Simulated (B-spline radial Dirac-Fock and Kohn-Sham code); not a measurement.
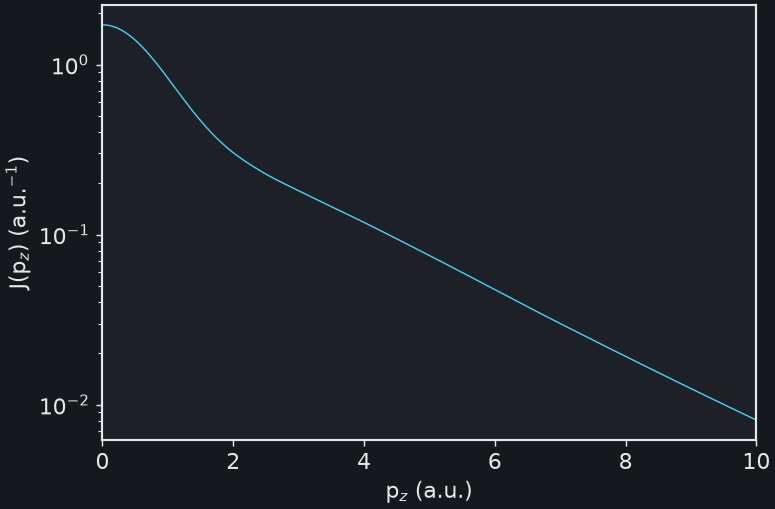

The total Compton profile J(pz). System: N²⁺ in the configuration [He] 2s2 2p1, inside a Watson sphere of charge −2 and radius 2 Å that stands in for a crystal. Method: the impulse approximation on the Dirac–Fock momentum density (average of configuration) (computed with a radial B-spline solver).

Question: What is the area under the whole profile, from −∞ to ∞?

Answer: 5, the number of electrons.

Question: What is the half width at half maximum?

Answer: About 0.98 a.u.

Question: What is the peak value?

Answer: J(0) = 1.71 a.u.⁻¹.
